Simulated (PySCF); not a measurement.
## Electronic structure of KF in real space

```xyz
2

K     0.0000    0.0000   -0.7191
F     0.0000    0.0000    1.4749
```

These are results of PBE0/x2c-TZVPall, spin-free X2C-1e, Gaussian nucleus, at a bond length of 2.194 Å in PySCF, not measurements.

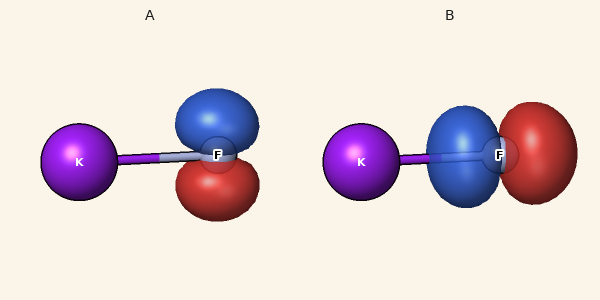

Figure 1. Two frontier orbitals, each drawn at the value that holds 80 % of its norm (red and blue are the two phases), in no order; of a degenerate pair one member is drawn.

### Name the orbitals and rank them from lowest to highest energy.

Orbital B: σ, occupied, −6.30 eV; mainly on F (95 %).
Orbital A: π, occupied, −6.27 eV; almost wholly on F.

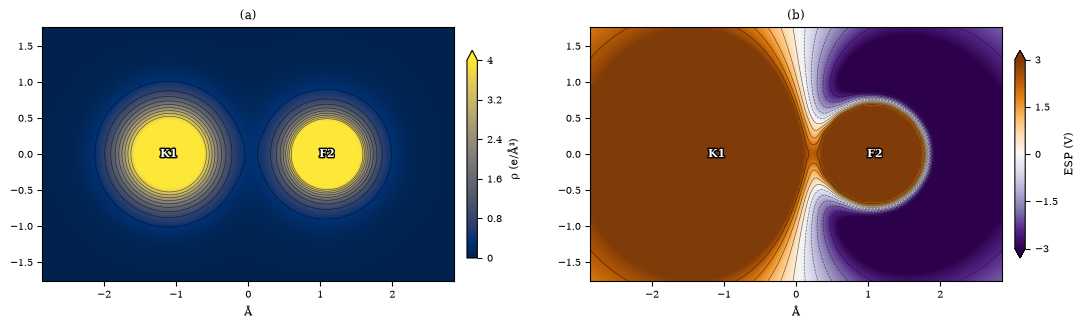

Figure 2. (a) total electron density; (b) molecular electrostatic potential on a plane that holds the molecular axis.

### What do the fields say about this system?

The plane passes through K and F nuclei.
K–F (2.19 Å): ρ is about 0.37 e/Å³ halfway.
Outside the dense part of the molecule the potential is most negative (−5.0 V) near F2.

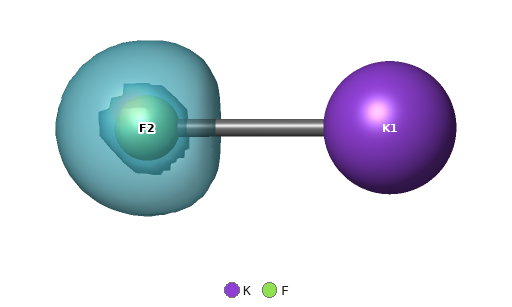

Figure 3. Isosurface of the ELF at 0.75 (cyan), seen from one side. Only the valence region is drawn (cores and ρ < 0.01 e/Å³ removed).

### Describe the localisation domains.

The ELF exceeds this value in one region wrapped around F (its valence shell). Along the contacts the grid gives the following. K–F (2.19 Å): the ELF is about 0.10 at the midpoint; an ionic contact with no shared pair.
